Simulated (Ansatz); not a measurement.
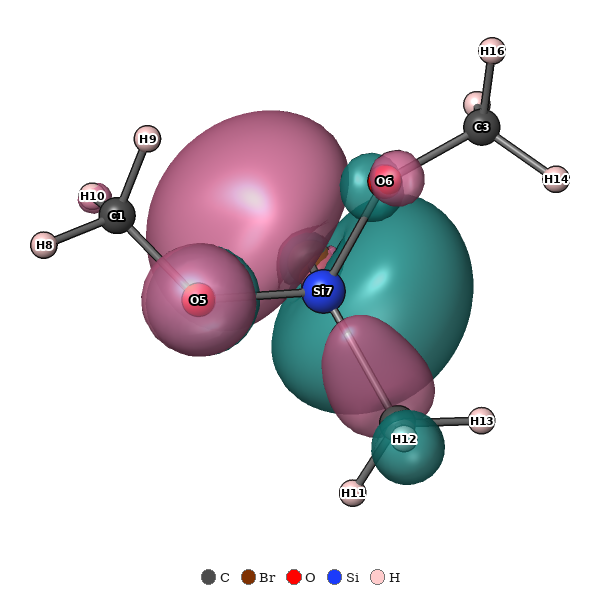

*C3H9BrO2Si (SMILES CO[Si](C)(Br)OC). The HOMO−1 at ±0.08 Å⁻³ᐟ² (teal and pink are the two phases), seen across its widest extent.*

Geometry: B3LYP-D3(BJ)/def2-SVP.

Computed with isolated molecule in a Gaussian basis; Kohn-Sham density functional theory, functional PBE0 (Ansatz).

```xyz
16

C     1.0072    0.7569   -2.4671
C    -1.2054   -1.2389    0.5268
C     1.4171    0.9081    2.0576
Br    2.0348   -1.9150   -0.0859
O     0.0704    0.0877   -1.6454
O     0.8205    0.8838    0.7808
Si    0.3328   -0.4219   -0.1062
H     0.5191    0.9980   -3.4233
H     1.3542    1.6935   -1.9982
H     1.8858    0.1197   -2.6702
H    -1.4708   -2.1008   -0.1036
H    -2.0413   -0.5217    0.5155
H    -1.0593   -1.5960    1.5577
H     0.7120    0.5801    2.8432
H     2.3092    0.2590    2.0998
H     1.7235    1.9414    2.2812
```

> Describe this orbital and give its energy.

It lies mainly on Br4 (about 80 %) and O5 (about 5 %); largely a lone pair of Br4. Its energy is −8.31 eV.
